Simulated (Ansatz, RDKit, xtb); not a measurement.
# C3H6BCl: which of the isomers drawn lies lowest?, part 2 of 2

Which of a sample of isomers of C3H6BCl is the most stable in the gas at 298.15 K, and what are its properties? The sample is small against all isomers, and the most stable one of this formula need not be in it.

xtb, Ansatz and PySCF; isolated molecules.

## (7) Are they minima? Harmonic frequencies

The lowest few in one piece go on as finalists. Harmonic vibrations at PBE-D3(BJ)/def2-SVP test each finalist and give the zero-point energy and the thermal terms. The first, c473a:

Input file input.yaml:

```yaml
crystal:
  periodic: [false, false, false]
  atoms:
    - {symbol: C, position_ang: [0.473789, 0.448168, -0.829480]}
    - {symbol: C, position_ang: [-0.450885, 1.662402, -0.600920]}
    - {symbol: C, position_ang: [-0.967288, 0.508128, -1.378165]}
    - {symbol: B, position_ang: [0.766866, -0.479282, 0.355131]}
    - {symbol: Cl, position_ang: [1.759155, 0.699119, -2.056452]}
    - {symbol: H, position_ang: [-0.123768, -0.632405, 1.173279]}
    - {symbol: H, position_ang: [1.829590, -1.047111, 0.495369]}
    - {symbol: H, position_ang: [-0.812414, 1.837631, 0.423877]}
    - {symbol: H, position_ang: [-0.146700, 2.564721, -1.152432]}
    - {symbol: H, position_ang: [-1.024234, 0.603824, -2.472905]}
    - {symbol: H, position_ang: [-1.709557, -0.167596, -0.926427]}
basis:
  gaussian:
    orbitals: def2-SVP
hamiltonian:
  xc: {name: PBE}
  dispersion: d3bj
scf:
  lower_state_search: off
phonons: {}
```

Command:

```console
$ ansatz run input.yaml --threads 2 --pin off --max-ram 5220MiB --events-out events.jsonl --progress --plain --runs-dir runs
```

What it wrote (excerpt; [...] marks lines left out):

```text
Warning: RAYON_NUM_THREADS=2 ignored (pool sized by the plan → 2); use --threads N
Functional definition: PBE
  name "PBE"
[...]
1171 factors; their error is unknown
[...]
mean field -16388.83434350 eV, -602.2785533727 hartree, gradient 6.4e-6 eV, S^2 0.000000; 0 other end points of the search recorded, 0 dependent functions left out
[...]
reference -16388.83437818 eV, -602.2785546474 hartree; 23, 23 occupied and 81, 81 virtual orbitals, 1171 factors
[...]
1171 factors; their error is unknown
mean field -16388.83424006 eV, -602.2785495712 hartree, gradient 9.0e-7 eV, S^2 0.000000; 0 other end points of the search recorded, 0 dependent functions left out
[...]
reference -16388.83427474 eV, -602.2785508459 hartree; 23, 23 occupied and 81, 81 virtual orbitals, 1171 factors
[...]
1171 factors; their error is unknown
[...]
Atom 5 at    -0.123768    -0.632405     1.173279 Å, force     0.000202     0.000078    -0.000177 eV/Å
Atom 6 at     1.829590    -1.047111     0.495369 Å, force    -0.000173    -0.000054    -0.000036 eV/Å
Atom 7 at    -0.812414     1.837631     0.423877 Å, force     0.000076     0.000098     0.000298 eV/Å
Atom 8 at    -0.146700     2.564721    -1.152432 Å, force    -0.000231    -0.000007    -0.000192 eV/Å
Atom 9 at    -1.024234     0.603824    -2.472905 Å, force     0.000355     0.000303    -0.000240 eV/Å
Atom 10 at    -1.709557    -0.167596    -0.926427 Å, force     0.000238    -0.000012     0.000518 eV/Å
Dipole moment:    -0.381494     0.131021     0.058929 e Å
Vibrations: 86.45 287.35 308.05 329.58 373.89 545.30 744.91 762.57 778.56 860.60 915.60 957.39 974.63 1006.43 1022.21 1128.09 1138.73 1185.59 1303.52 1372.19 1416.26 2513.28 2616.98 3073.00 3074.03 3169.15 3178.44 cm⁻¹, zero-point energy 2.177335 eV
Checks for a lower state left out: stability, starts, cluster_reference, orbital_swaps, neighbouring_geometries, increment
```

Run time: 85 s. Hardware: 2 threads of Intel Xeon Platinum 8259CL at 2.50GHz (Skylake/Cascade Lake), shared host; peak memory 0.14 GiB.

## (8) Zero-point energy and free-energy terms

At 298.15 K and 1 atm, ideal gas, rigid rotor and harmonic oscillator:

```tsv
label	SMILES	spin	point group	lowest mode (cm⁻¹)	zero-point (kcal/mol)	G − E (kcal/mol)
c473a	BC1(Cl)CC1	singlet	Cs	86	50.2	31.7
c907a	B[C@@H]1C[C@H]1Cl	singlet	C1	85	50.5	31.5
c567a	B[C@@H]1C[C@@H]1Cl	singlet	C1	109	50.5	31.6
```

Chiral structures get −RT ln 2 for their mirror image.

## (9) Last filter: a higher level

Single points at CCSD(T)/def2-SVP + MP2/def2-TZVPP - MP2/def2-SVP on the refined geometries decide the order.

c473a, CCSD(T)/def2-SVP:

input.yaml: that of step 7 with these lines changed.

```diff
@@ -17,7 +17,4 @@
     orbitals: def2-SVP
-hamiltonian:
-  xc: {name: PBE}
-  dispersion: d3bj
-scf:
-  lower_state_search: off
-phonons: {}
+correlation:
+  method: ccsd_t
+  frozen_orbitals: {H: 0, B: 1, C: 1, Cl: 5}
```

Command:

```console
$ ansatz run input.yaml --threads 2 --pin off --max-ram 5220MiB --events-out events.jsonl --progress --plain --runs-dir runs
```

What it wrote (excerpt; [...] marks lines left out):

```text
Warning: RAYON_NUM_THREADS=2 ignored (pool sized by the plan → 2); use --threads N
Functional definition: HF
  name "HF"
[...]
1054 factors; integrals over basis functions are off by at most 1.2e-3 eV
[...]
mean field -16353.45705724 eV, -600.9784620824 hartree, gradient 2.6e-6 eV, S^2 0.000000; 0 other end points of the search recorded, 0 dependent functions left out
9 core orbitals not correlated: weight in the atoms' cores, before any rotation towards them, 1.000 or more for the frozen orbitals, at most 0.000 for the correlated occupied ones
reference -16353.45705724 eV, -600.9784620824 hartree; 14, 14 occupied and 81, 81 virtual orbitals, 1054 factors
second order -17.17617622 eV of doubles, -0.00000000 eV of singles
cycle   1  -18.09107598 eV  change   -9.1e-1 eV  update   8.9e-2
[...]
cycle   9  -18.65539601 eV  change    2.2e-6 eV  update   2.0e-5
perturbative correction -0.60238360 eV, -0.0221371888 hartree
Total energy: -16372.71483685 eV, -601.6861724296 hartree
```

It took 7.2 s on 2 threads of Intel Xeon Platinum 8259CL at 2.50GHz (Skylake/Cascade Lake), shared host; peak memory 0.48 GiB.

## (10) c473a at MP2/def2-TZVPP

input.yaml: that of step 9 with these lines changed.

```diff
@@ -15,6 +15,3 @@
 basis:
-  gaussian:
-    orbitals: def2-SVP
-correlation:
-  method: ccsd_t
-  frozen_orbitals: {H: 0, B: 1, C: 1, Cl: 5}
+  gaussian: {orbitals: def2-TZVPP}
+correlation: {method: mp2, frozen_orbitals: {H: 0, B: 1, C: 1, Cl: 5}}
```

Command:

```console
$ ansatz run input.yaml --threads 2 --pin off --max-ram 5220MiB --events-out events.jsonl --progress --plain --runs-dir runs
```

What it wrote:

```text
Warning: RAYON_NUM_THREADS=2 ignored (pool sized by the plan → 2); use --threads N
Functional definition: HF
  name "HF"
  exchange = exact_x
  correlation = 0
1471 factors; integrals over basis functions are off by at most 9.4e-4 eV
mean field evaluation 1: about -16358.9887 eV, gradient 2.9e1 eV
mean field evaluation 2: about -16359.2333 eV, gradient 2.9e1 eV
mean field evaluation 4: about -16361.8804 eV, gradient 4.3e0 eV
mean field evaluation 8: about -16361.9398 eV, gradient 2.8e-1 eV
mean field -16361.94019072 eV, -601.2902114876 hartree, gradient 1.6e-6 eV, S^2 0.000000; 0 other end points of the search recorded, 0 dependent functions left out
9 core orbitals not correlated: weight in the atoms' cores, before any rotation towards them, 1.000 or more for the frozen orbitals, at most 0.000 for the correlated occupied ones
reference -16361.94019072 eV, -601.2902114876 hartree; 14, 14 occupied and 227, 227 virtual orbitals, 1471 factors
second order -21.56659609 eV of doubles, -0.00000000 eV of singles
Total energy: -16383.50678681 eV, -602.0827692756 hartree
```

It took 6.6 s on 2 threads of Intel Xeon Platinum 8259CL at 2.50GHz (Skylake/Cascade Lake), shared host; peak memory 0.64 GiB.

## (11) c907a at CCSD(T)/def2-SVP

Input file input.yaml:

```yaml
crystal:
  periodic: [false, false, false]
  atoms:
    - {symbol: C, position_ang: [0.048570, 0.081686, -0.226440]}
    - {symbol: C, position_ang: [0.279495, 0.278719, -1.745778]}
    - {symbol: C, position_ang: [-0.986681, 0.753323, -1.154349]}
    - {symbol: B, position_ang: [0.778629, 0.983962, 0.777862]}
    - {symbol: Cl, position_ang: [-2.496044, -0.111824, -1.477104]}
    - {symbol: H, position_ang: [1.098793, 0.588459, 1.883009]}
    - {symbol: H, position_ang: [1.038681, 2.132834, 0.457881]}
    - {symbol: H, position_ang: [-0.227165, -0.950151, 0.045518]}
    - {symbol: H, position_ang: [1.021596, 1.026811, -2.065025]}
    - {symbol: H, position_ang: [0.242632, -0.638022, -2.353173]}
    - {symbol: H, position_ang: [-1.164222, 1.832272, -1.034890]}
basis:
  gaussian: {orbitals: def2-SVP}
magnetization: {spin_polarized: false, initial_magnetization: 0}
correlation: {method: ccsd_t, frozen_orbitals: {H: 0, B: 1, C: 1, Cl: 5}}
```

Command:

```console
$ ansatz run input.yaml --threads 2 --pin off --max-ram 5220MiB --events-out events.jsonl --progress --plain --runs-dir runs
```

What it wrote (excerpt; [...] marks lines left out):

```text
Warning: RAYON_NUM_THREADS=2 ignored (pool sized by the plan → 2); use --threads N
Functional definition: HF
  name "HF"
[...]
1054 factors; integrals over basis functions are off by at most 1.2e-3 eV
[...]
mean field -16353.43768727 eV, -600.9777502489 hartree, gradient 8.6e-6 eV, S^2 0.000000; 0 other end points of the search recorded, 0 dependent functions left out
9 core orbitals not correlated: weight in the atoms' cores, before any rotation towards them, 1.000 or more for the frozen orbitals, at most 0.000 for the correlated occupied ones
reference -16353.43768727 eV, -600.9777502489 hartree; 14, 14 occupied and 81, 81 virtual orbitals, 1054 factors
second order -17.16435972 eV of doubles, -0.00000000 eV of singles
cycle   1  -18.08483738 eV  change   -9.2e-1 eV  update   8.9e-2
[...]
cycle   9  -18.64498994 eV  change   -4.9e-6 eV  update   2.4e-5
perturbative correction -0.59743206 eV, -0.0219552234 hartree
Total energy: -16372.68010928 eV, -601.6848962147 hartree
```

It took 7.2 s on 2 threads of Intel Xeon Platinum 8259CL at 2.50GHz (Skylake/Cascade Lake), shared host; peak memory 0.48 GiB.

## (12) Putting it together

Energies in kcal/mol from c473a; G adds the thermal terms to the CCSD(T)/def2-SVP + MP2/def2-TZVPP - MP2/def2-SVP energy. The columns left of the relaxed level are at the tight-binding geometries.

```tsv
label	SMILES	spin	GFN2-xTB	HF/STO-3G	r2SCAN-D4/def2-SVP	PBE-D3(BJ)/def2-SVP	HF/def2-SVP	MP2/def2-SVP	CCSD(T)/def2-SVP + MP2/def2-TZVPP - MP2/def2-SVP	G	share at equilibrium	T1
c473a	BC1(Cl)CC1	singlet	0.0	0.0	0.0	0.0	0.0	0.0	0.0	0.0	65.7 %	0.010
c907a	B[C@@H]1C[C@H]1Cl	singlet	1.3	1.2	0.5	0.3	0.4	0.7	0.7	0.5	28.1 %	0.010
c567a	B[C@@H]1C[C@@H]1Cl	singlet	2.3	2.0	1.4	0.8	1.6	1.3	1.5	1.4	6.2 %	0.009
```

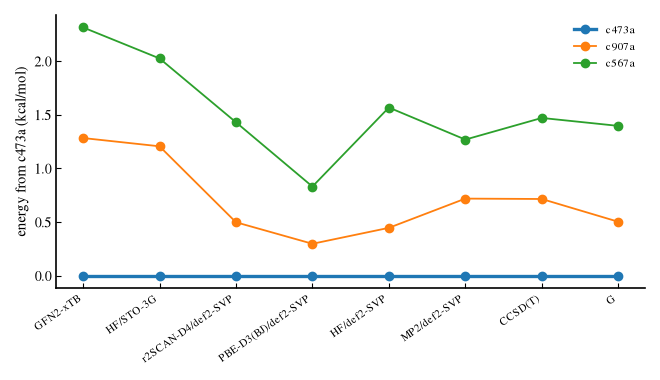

The finalists at each level, measured from c473a.

Lowest found: c473a, `BC1(Cl)CC1`, a singlet of point group Cs. Bond lengths: C1–C2 1.543 Å, C1–C3 1.543 Å, C2–C3 1.484 Å, C1–B4 1.533 Å, C1–Cl5 1.795 Å, B4–H6 1.219 Å, B4–H7 1.213 Å, C2–H8 1.101 Å, C2–H9 1.100 Å, C3–H10 1.100 Å, C3–H11 1.101 Å. Some angles: C1–C2–C3 61.3°, C2–C1–C3 57.5°, C2–C1–B4 118.4°, C2–C1–Cl5 114.9°, C3–C1–B4 118.5°, C3–C1–Cl5 114.9°, B4–C1–Cl5 118.4°, C1–C3–C2 61.3°, C1–C2–H8 117.4°, C1–C2–H9 113.9°.

```xyz
11

C     0.4738    0.4482   -0.8295
C    -0.4509    1.6624   -0.6009
C    -0.9673    0.5081   -1.3782
B     0.7669   -0.4793    0.3551
Cl    1.7592    0.6991   -2.0565
H    -0.1238   -0.6324    1.1733
H     1.8296   -1.0471    0.4954
H    -0.8124    1.8376    0.4239
H    -0.1467    2.5647   -1.1524
H    -1.0242    0.6038   -2.4729
H    -1.7096   -0.1676   -0.9264
```

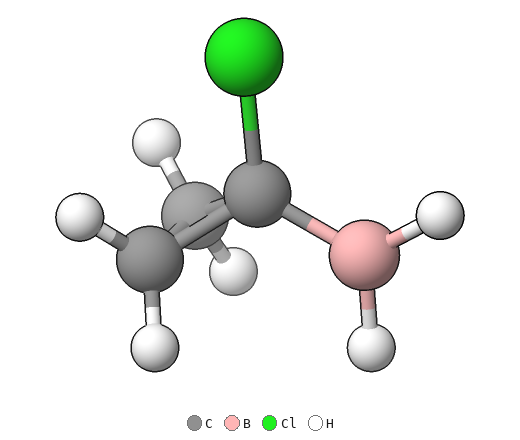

The lowest structure found, seen from a chosen angle (carbon grey, boron pink, chlorine green, hydrogen white).

## (13) What came out

What follows sums up all 2 parts.

| quantity | value |
| --- | --- |
| lowest structure found | BC1(Cl)CC1, singlet, Cs |
| next finalist | B[C@@H]1C[C@H]1Cl, singlet, 0.5 kcal/mol higher in G |
| share at equilibrium, among the finalists | 65.7 % |
| funnel | 3 starts, 3 minima at GFN2-xTB, 5 screening runs, 3 relaxed, 3 ranked |
| CPU time of all runs | 11 min |
| harmonic wavenumbers, lowest and highest (PBE-D3(BJ)/def2-SVP) | 86 and 3178 cm⁻¹ |
| rotational constants, same geometry | 0.2017, 0.1138, 0.08774 cm⁻¹ |

What this shows: The lowest structure found is `BC1(Cl)CC1`. Its margin of 0.5 kcal/mol is inside the likely error of CCSD(T)/def2-SVP + MP2/def2-TZVPP - MP2/def2-SVP with harmonic terms (about 1.5 kcal/mol), so the order of the first two is not settled. GFN2-xTB, HF/STO-3G, r2SCAN-D4/def2-SVP, PBE-D3(BJ)/def2-SVP, HF/def2-SVP and MP2/def2-SVP already put its bonding pattern lowest among the structures in one piece. The largest share of the time went into the vibrations (72 %). The search is not exhaustive (a finite list of starts, one conformer a finalist), so a lower isomer can't be ruled out. Only 3 drawn patterns were tried, so whole families of isomers are missing, and the result ranks this sample alone. The lowest isomer need not be the one that is made and kept in a bottle, which depends on barriers.
